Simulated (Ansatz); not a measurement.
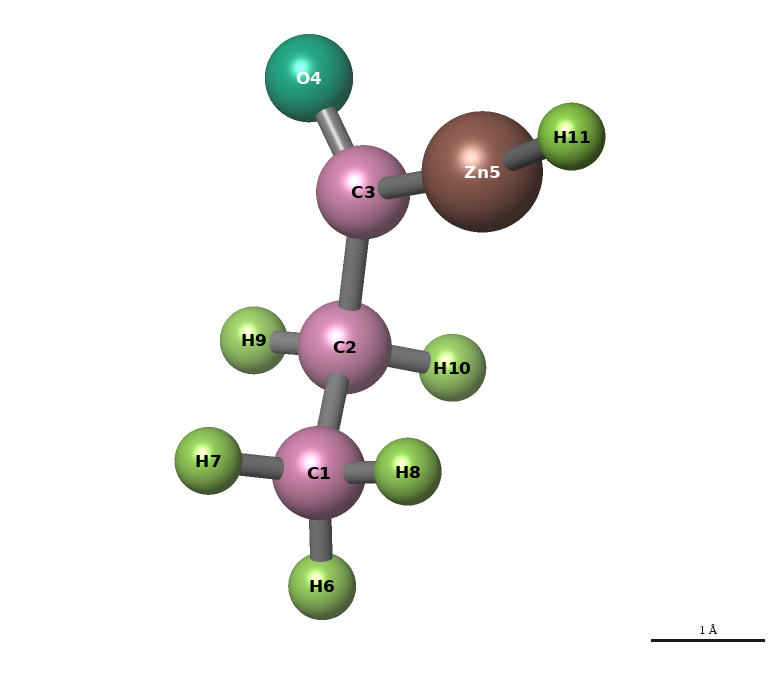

Numbered structure. The computed structure is the end point of a PBE-D4/def2-SVP optimisation. No frequency run is at hand to confirm it as a minimum.

Question: What is the geometry at C3?

Answer: C3 has 3 neighbours (C2 at 1.53, O4 at 1.22, Zn5 at 2.03 Å); the arrangement is trigonal planar.

Question: What is the geometry at C1?

Answer: C1 has 4 neighbours (C2 at 1.53, H6 at 1.11, H7 at 1.11, H8 at 1.11 Å); the arrangement is tetrahedral.

Question: How are the neighbours of atom 2 arranged?

Answer: C2 has 4 neighbours (C1 at 1.53, C3 at 1.53, H9 at 1.11, H10 at 1.12 Å); the arrangement is tetrahedral.

Question: How are the neighbours of atom 5 arranged?

Answer: Zn5 has 2 neighbours (C3 at 2.03, H11 at 1.56 Å); the arrangement is linear.

Question: What is the dihedral angle C1–C2–C3–Zn5?

Answer: 39° in size, that is gauche.
